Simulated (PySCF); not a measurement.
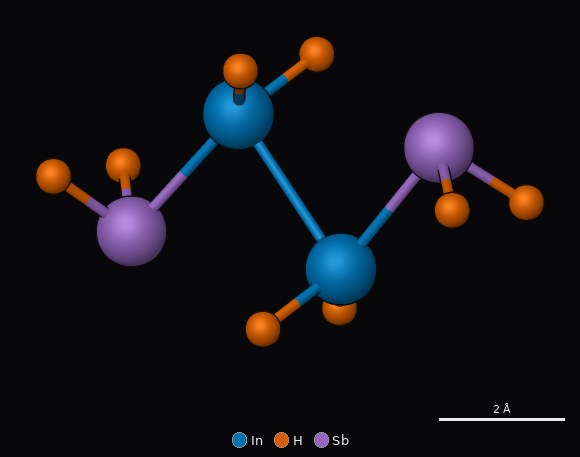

This is the input geometry for a relaxation of In2Sb2H8. Style: ball-and-stick. Shown at a tilt.

The start comes from GFN2-xTB. Its atoms were then displaced at random by about 0.03 Å.

The calculation used PBE0-D3(BJ)/def2-SVP geometry optimisation, gas phase in PySCF.

```xyz
12

In   -0.8954   -1.0285   -0.6912
H    -1.0090   -0.1416   -2.3013
H     0.1460   -2.3046   -0.9532
Sb   -2.2958   -0.3346    1.5514
In    0.9624    0.9053    0.6905
H     0.9989    0.0716    2.2813
H    -0.1442    2.2733    0.9973
Sb    2.4371    0.3529   -1.5772
H    -2.9469   -1.9630    1.5960
H    -3.7242   -0.0172    0.5380
H     3.7255    0.1001   -0.5047
H     2.8611    2.0036   -1.5759
```

> Predict the outcome.

The largest move after the best rigid fit is that of H9, 0.86 Å. By element the largest moves are H 0.86 Å, In 0.55 Å, Sb 0.34 Å. Among the contacts that change: In1–Sb8 3.715 → 2.961 Å, Sb4–In5 3.591 → 2.963 Å, In1–Sb4 2.733 → 3.099 Å, In5–Sb8 2.761 → 3.100 Å. Bond angles that change, for instance: H6–In5–H7 102.5° → 131.0°, H3–In1–Sb4 130.0° → 104.4°, H2–In1–H3 105.6° → 131.2°. After 20 geometry steps the energy has fallen by 1.109 eV.

The structure at the end:

```xyz
12

In   -0.5419   -0.9727   -1.0456
H    -1.4453   -0.2192   -2.2992
H    -0.0923   -2.6155   -0.8048
Sb   -2.1207   -0.2236    1.5136
In    0.5798    0.9161    1.0808
H     1.4737    0.1247    2.3186
H     0.1551    2.5711    0.8779
Sb    2.1288    0.2188   -1.5118
H    -2.2053   -1.8969    1.1577
H    -3.1155    0.1909    0.1849
H     3.1543   -0.0856   -0.1766
H     2.1449    1.9091   -1.2445
```

After the run, drawn alike:

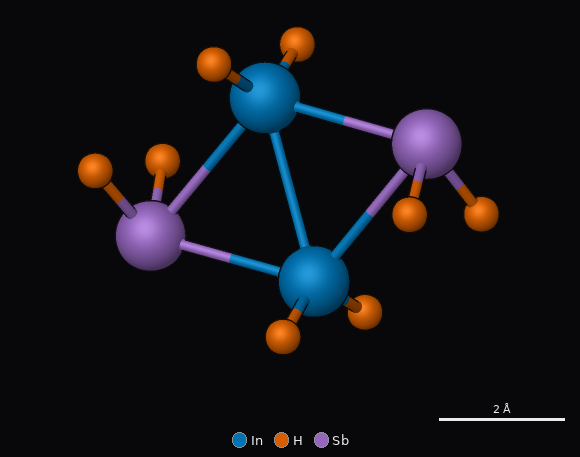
